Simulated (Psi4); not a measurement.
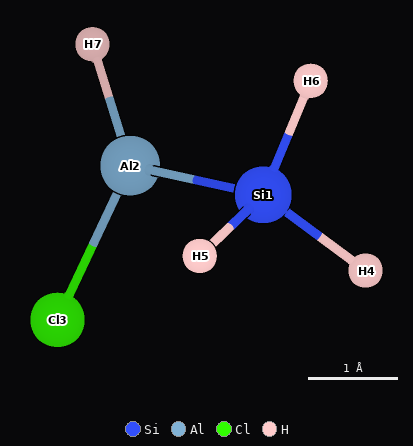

Figure 1. The input geometry (ball-and-stick view, seen at a tilt; atoms are numbered from 1 in the order of the input). Sticks mark near contacts.

**Single-point calculation of AlSiH4Cl**

System: AlSiH4Cl, SMILES [SiH3][AlH][Cl].
Method: MP2/cc-pCVTZ, RHF (Psi4 1.11).

The geometry comes from this level: PBE0-D4/def2-TZVP.

**Input file (job.py)**
```python
import psi4

psi4.set_memory('1600 MB')
psi4.set_num_threads(1)
psi4.set_output_file('output.dat', False)

m = psi4.geometry("""
0 1
Si    -1.62743214     1.10076547    -0.58808277
Al     2.06887216    -1.15726828     1.02631026
Cl     3.37013757    -4.20105015    -1.17711040
H     -3.80345177    -0.66480565    -0.86039230
H     -1.07260855     2.18206676    -3.12768571
H     -2.41242437     3.20516448     1.10794643
H      3.59255834    -0.59337400     3.53284299
units bohr
symmetry c1
""")

psi4.set_options({
    'puream': True,
    'scf_type': 'df',
    'num_frozen_docc': 15,
})

E, wfn = psi4.energy("mp2/cc-pCVTZ", return_wfn=True)
print('E =', round(E, 9))
for k, v in sorted(psi4.core.scalar_variables().items()):
    print(f'{k:45s} {v:18.10f}')
```

Run as:
```bash
python job.py
```

**The program's output**
```
Psi4 1.11 release

   => Loading Basis Set <=

    Name: CC-PCVTZ
    Role: ORBITAL
    Keyword: BASIS

         ---------------------------------------------------------
                                   SCF
                              RHF Reference
                        1 Threads,   1525 MiB Core
         ---------------------------------------------------------

  ==> Geometry <==

    Molecular point group: c1
    Full point group: C1

    Geometry (in Bohr), charge = 0, multiplicity = 1:

       Center              X                  Y                   Z               Mass
    ------------   -----------------  -----------------  -----------------  -----------------
         SI          -2.951587437315     2.624557427468    -0.276608415006    27.976926534650
         AL           0.744716862685     0.366523677468     1.337784614994    26.981538530000
         CL           2.045982272685    -2.677258192532    -0.865636045006    34.968852682000
         H           -5.127607067315     0.858986307468    -0.548917945006     1.007825032230
         H           -2.396763847315     3.705858717468    -2.816211355006     1.007825032230
         H           -3.736579667315     4.728956437468     1.419420784994     1.007825032230
         H            2.268403042685     0.930417957468     3.844317344994     1.007825032230

  Running in c1 symmetry.

  Rotational constants: A =      0.43295  B =      0.06580  C =      0.05828 [cm^-1]
  Rotational constants: A =  12979.50630  B =   1972.73692  C =   1747.05018 [MHz]
  Nuclear repulsion =  164.989917914088210

  Charge       = 0
  Multiplicity = 1
  Electrons    = 48
  Nalpha       = 24
  Nbeta        = 24

  ==> Algorithm <==

  SCF Algorithm Type is DF.
  DIIS enabled.
  MOM disabled.
  Fractional occupation disabled.
  Guess Type is SAD.
  Energy threshold   = 1.00e-08
  Density threshold  = 1.00e-08
  Integral threshold = 1.00e-12

  ==> Primary Basis <==

  Basis Set: CC-PCVTZ
    Blend: CC-PCVTZ
    Number of shells: 81
    Number of basis functions: 233
    Number of Cartesian functions: 267
    Spherical Harmonics?: true
    Max angular momentum: 3

   => Loading Basis Set <=

    Name: (CC-PCVTZ AUX)
    Role: JKFIT
    Keyword: DF_BASIS_SCF

  ==> Integral Setup <==

  DFHelper Memory: AOs need 0.169 GiB; user supplied 1.118 GiB.
  SCF_SUBTYPE=INCORE selected. In-core MEM_DF algorithm will be used.
  Using in-core AOs.

  ==> MemDFJK: Density-Fitted J/K Matrices <==

    J tasked:                   Yes
    K tasked:                   Yes
    wK tasked:                   No
    Memory [MiB]:              1144
    Algorithm:                 Core
    Schwarz Cutoff:           1E-12
    Mask sparsity (%):      15.2922
    Fitting Condition:        1E-10

   => Auxiliary Basis Set <=

  Basis Set: (CC-PCVTZ AUX)
    Blend: DEF2-UNIVERSAL-JKFIT
    Number of shells: 138
    Number of basis functions: 456
    Number of Cartesian functions: 545
    Spherical Harmonics?: true
    Max angular momentum: 4

  Minimum eigenvalue in the overlap matrix is 1.3483339460E-03.
  Reciprocal condition number of the overlap matrix is 2.3861740233E-04.
    Using symmetric orthogonalization.

  ==> Pre-Iterations <==

  SCF Guess: Superposition of Atomic Densities via on-the-fly atomic UHF (no occupation information).

   -------------------------
    Irrep   Nso     Nmo
   -------------------------
     A        233     233
   -------------------------
    Total     233     233
   -------------------------

  ==> Iterations <==

                           Total Energy        Delta E     RMS |[F,P]|

   @DF-RHF iter SAD:  -992.01080114527463   -9.92011e+02   0.00000e+00
   @DF-RHF iter   1:  -992.74138052464161   -7.30579e-01   1.34955e-03 ADIIS/DIIS
   @DF-RHF iter   2:  -992.78323308443487   -4.18526e-02   4.70925e-04 ADIIS/DIIS
   @DF-RHF iter   3:  -992.78832072494674   -5.08764e-03   1.11736e-04 ADIIS/DIIS
   @DF-RHF iter   4:  -992.78953916254807   -1.21844e-03   3.04899e-05 DIIS
   @DF-RHF iter   5:  -992.78961481643421   -7.56539e-05   7.03008e-06 DIIS
   @DF-RHF iter   6:  -992.78961869156819   -3.87513e-06   1.52343e-06 DIIS
   @DF-RHF iter   7:  -992.78961886564730   -1.74079e-07   3.74299e-07 DIIS
   @DF-RHF iter   8:  -992.78961887655805   -1.09108e-08   1.02684e-07 DIIS
   @DF-RHF iter   9:  -992.78961887740252   -8.44466e-10   2.47407e-08 DIIS
   @DF-RHF iter  10:  -992.78961887745368   -5.11591e-11   4.84307e-09 DIIS
  Energy and wave function converged.

  ==> Post-Iterations <==

    Orbital Energies [Eh]
    ---------------------

    Doubly Occupied:

       1A   -104.817514     2A    -68.774246     3A    -58.513490
       4A    -10.544025     5A     -8.010273     6A     -8.009664
       7A     -8.009555     8A     -6.122786     9A     -4.925372
      10A     -4.228784    11A     -4.228775    12A     -4.228770
      13A     -3.240083    14A     -3.238820    15A     -3.237636
      16A     -1.075117    17A     -0.722366    18A     -0.572839
      19A     -0.494430    20A     -0.487788    21A     -0.478421
      22A     -0.467168    23A     -0.465665    24A     -0.382056

    Virtual:

      25A      0.027962    26A      0.097370    27A      0.102064
      28A      0.147668    29A      0.156799    30A      0.157898
      31A      0.179572    32A      0.232539    33A      0.239854
      34A      0.247173    35A      0.252158    36A      0.277250
      37A      0.282743    38A      0.310255    39A      0.311127
      40A      0.321066    41A      0.347042    42A      0.367081
      43A      0.445245    44A      0.445420    45A      0.447862
      46A      0.467883    47A      0.475210    48A      0.482179
      49A      0.525298    50A      0.538437    51A      0.563040
      52A      0.593747    53A      0.635930    54A      0.644078
      55A      0.695825    56A      0.697091    57A      0.721133
      58A      0.725055    59A      0.762458    60A      0.790246
      61A      0.819314    62A      0.846521    63A      0.848677
      64A      0.871721    65A      0.882960    66A      0.887126
      67A      0.918572    68A      0.922941    69A      0.977670
      70A      0.989197    71A      1.027982    72A      1.041130
      73A      1.052564    74A      1.073995    75A      1.088016
      76A      1.127245    77A      1.155809    78A      1.172984
      79A      1.186191    80A      1.215860    81A      1.236403
      82A      1.240730    83A      1.277735    84A      1.323602
      85A      1.383195    86A      1.384298    87A      1.434041
      88A      1.460530    89A      1.512068    90A      1.573670
      91A      1.590174    92A      1.612595    93A      1.635194
      94A      1.640286    95A      1.680773    96A      1.687980
      97A      1.752850    98A      1.796349    99A      1.827327
     100A      2.117193   101A      2.157009   102A      2.161182
     103A      2.198618   104A      2.225021   105A      2.240895
     106A      2.280376   107A      2.288047   108A      2.302176
     109A      2.423210   110A      2.423782   111A      2.471161
     112A      2.482868   113A      2.494330   114A      2.553850
     115A      2.568792   116A      2.597562   117A      2.689083
     118A      2.705187   119A      2.771812   120A      2.893551
     121A      3.018544   122A      3.043889   123A      3.086052
     124A      3.126255   125A      3.230553   126A      3.444970
     127A      3.491638   128A      3.499527   129A      3.515099
     130A      3.596422   131A      3.640498   132A      3.651995
     133A      3.656474   134A      3.702366   135A      3.738026
     136A      3.852520   137A      3.864377   138A      3.876439
     139A      3.892001   140A      3.933982   141A      3.974949
     142A      3.981756   143A      4.033897   144A      4.110768
     145A      4.178400   146A      4.185450   147A      4.195117
     148A      4.236692   149A      4.315965   150A      4.317496
     151A      4.322049   152A      4.345900   153A      4.478910
     154A      4.491737   155A      4.774835   156A      4.871729
     157A      4.880134   158A      4.910917   159A      5.197423
     160A      5.228643   161A      5.364816   162A      5.469020
     163A      5.589651   164A      6.419306   165A      6.432434
     166A      6.609988   167A      7.079400   168A      7.081232
     169A      7.379968   170A      9.399084   171A      9.656952
     172A      9.742118   173A      9.979971   174A     10.289997
     175A     10.296280   176A     10.375184   177A     10.398593
     178A     10.440304   179A     10.620536   180A     10.641679
     181A     10.677674   182A     12.652610   183A     12.691735
     184A     12.979557   185A     18.063894   186A     19.250011
     187A     19.250459   188A     19.254391   189A     19.255213
     190A     19.256900   191A     19.269397   192A     19.271321
     193A     23.000853   194A     23.006068   195A     23.081410
     196A     23.141044   197A     23.172493   198A     23.178861
     199A     23.179610   200A     23.181877   201A     23.182014
     202A     23.182521   203A     23.185704   204A     23.197702
     205A     28.207857   206A     28.214736   207A     28.310955
     208A     28.512058   209A     28.512188   210A     35.416602
     211A     35.700598   212A     35.768983   213A     37.096967
     214A     37.097354   215A     37.097653   216A     37.097738
     217A     37.098758   218A     37.101474   219A     37.103496
     220A     40.509211   221A     40.533289   222A     40.574726
     223A     44.339214   224A     46.642088   225A     46.645703
     226A     46.690367   227A     46.702999   228A     46.729918
     229A     54.992138   230A     55.035083   231A     55.361948
     232A     57.683919   233A    103.312815

    Final Occupation by Irrep:
              A
    DOCC [    24 ]
    NA   [    24 ]
    NB   [    24 ]

  @DF-RHF Final Energy:  -992.78961887745368

   => Energetics <=

    Nuclear Repulsion Energy =            164.9899179140882097
    One-Electron Energy =               -1705.0077873550314962
    Two-Electron Energy =                 547.2282505634896097
    Total Energy =                       -992.7896188774536768

Computation Completed

Properties will be evaluated at   0.000000,   0.000000,   0.000000 [a0]

Properties computed using the SCF density matrix

 Multipole Moments:

 ------------------------------------------------------------------------------------
     Multipole            Electronic (a.u.)      Nuclear  (a.u.)        Total (a.u.)
 ------------------------------------------------------------------------------------

 L = 1.  Multiply by 2.5417464519 to convert [e a0] to [Debye]
 Dipole X            :          5.6644998           -5.8517538           -0.1872540
 Dipole Y            :         -5.7835748            6.2194419            0.4358672
 Dipole Z            :         -0.3862929            0.7014782            0.3151854
 Magnitude           :                                                    0.5695490

 ------------------------------------------------------------------------------------

	total time  =          3 seconds =       0.05 minutes

  //>>>>>>>>>>>>>>>>>>>>>>>>>>>>>>>>>>>//
  //               DFMP2               //
  //<<<<<<<<<<<<<<<<<<<<<<<<<<<<<<<<<<<//

   => Loading Basis Set <=

    Name: (CC-PCVTZ AUX)
    Role: RIFIT
    Keyword: DF_BASIS_MP2

	 --------------------------------------------------------
	                          DF-MP2
	      2nd-Order Density-Fitted Moller-Plesset Theory
	              RMP2 Wavefunction,   1 Threads

	 --------------------------------------------------------

   => Auxiliary Basis Set <=

  Basis Set: (CC-PCVTZ AUX)
    Blend: DEF2-QZVPP-RI
    Number of shells: 187
    Number of basis functions: 725
    Number of Cartesian functions: 950
    Spherical Harmonics?: true
    Max angular momentum: 5

	 --------------------------------------------------------
	                 NBF =   233, NAUX =   725
	 --------------------------------------------------------
	   CLASS    FOCC     OCC    AOCC    AVIR     VIR    FVIR
	   PAIRS      15      24       9     209     209       0
	 --------------------------------------------------------

	-----------------------------------------------------------
	 ==================> DF-MP2 Energies <====================
	-----------------------------------------------------------
	 Reference Energy          =    -992.7896188774536768 [Eh]
	 Singles Energy            =      -0.0000000000000000 [Eh]
	 Same-Spin Energy          =      -0.0758984075662065 [Eh]
	 Opposite-Spin Energy      =      -0.3183950756947861 [Eh]
	 Correlation Energy        =      -0.3942934832609926 [Eh]
	 Total Energy              =    -993.1839123607146576 [Eh]
	-----------------------------------------------------------
	 ================> DF-SCS-MP2 Energies <==================
	-----------------------------------------------------------
	 SCS Same-Spin Scale       =       0.3333333333333333 [-]
	 SCS Opposite-Spin Scale   =       1.2000000000000000 [-]
	 SCS Same-Spin Energy      =      -0.0252994691887355 [Eh]
	 SCS Opposite-Spin Energy  =      -0.3820740908337433 [Eh]
	 SCS Correlation Energy    =      -0.4073735600224788 [Eh]
	 SCS Total Energy          =    -993.1969924374761831 [Eh]
	-----------------------------------------------------------

	total time  =          1 seconds =       0.02 minutes
```

**Standard output**
```
E = -993.183912361
CURRENT CORRELATION ENERGY                         -0.3942934833
CURRENT ENERGY                                   -993.1839123607
CURRENT REFERENCE ENERGY                         -992.7896188775
CUSTOM SCS-MP2 CORRELATION ENERGY                  -0.4073735600
CUSTOM SCS-MP2 TOTAL ENERGY                      -993.1969924375
DD SOLVATION ENERGY                                 0.0000000000
HF KINETIC ENERGY                                 992.7447357950
HF POTENTIAL ENERGY                             -1985.5343546725
HF TOTAL ENERGY                                  -992.7896188775
HF VIRIAL RATIO                                     2.0000452111
MP2 CORRELATION ENERGY                             -0.3942934833
MP2 DOUBLES ENERGY                                 -0.3942934833
MP2 OPPOSITE-SPIN CORRELATION ENERGY               -0.3183950757
MP2 SAME-SPIN CORRELATION ENERGY                   -0.0758984076
MP2 SINGLES ENERGY                                 -0.0000000000
MP2 TOTAL ENERGY                                 -993.1839123607
NUCLEAR REPULSION ENERGY                          164.9899179141
ONE-ELECTRON ENERGY                             -1705.0077873550
PCM POLARIZATION ENERGY                             0.0000000000
PE ENERGY                                           0.0000000000
SCF ITERATION ENERGY                             -992.7896188775
SCF ITERATIONS                                     10.0000000000
SCF TOTAL ENERGY                                 -992.7896188775
SCS-MP2 CORRELATION ENERGY                         -0.4073735600
SCS-MP2 TOTAL ENERGY                             -993.1969924375
TWO-ELECTRON ENERGY                               547.2282505635
```

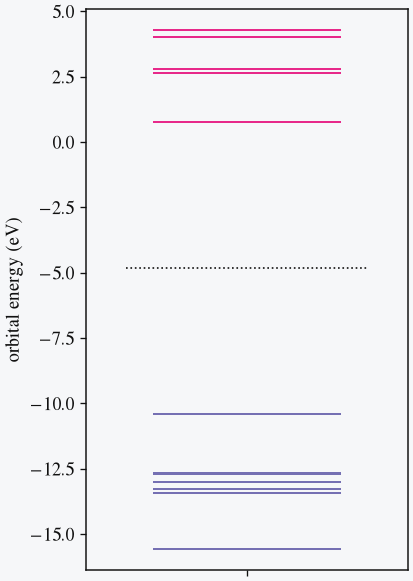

Figure 2. Orbital energies near the frontier (SCF reference); the dotted line parts filled from empty levels, and levels within 0.02 eV of each other stand side by side. Highest filled −10.40 eV, lowest empty 0.76 eV, 11.16 eV apart.

**Results in brief**

| quantity | value |
| --- | --- |
| outcome | converged |
| total energy | −993.183912 hartree |
| SCF energy | −992.789619 hartree |
| MP2 energy | −993.183912 hartree |
| correlation energy | −0.394293 hartree |
| basis functions | 233 |
| HOMO of the SCF reference | −10.40 eV |
| LUMO of the SCF reference | 0.76 eV |
| hardware | 1 thread of Intel Xeon (Granite Rapids), 64 GiB of memory available, shared host |
| wall time | 5.1 s |
| peak memory | 0.57 GiB |
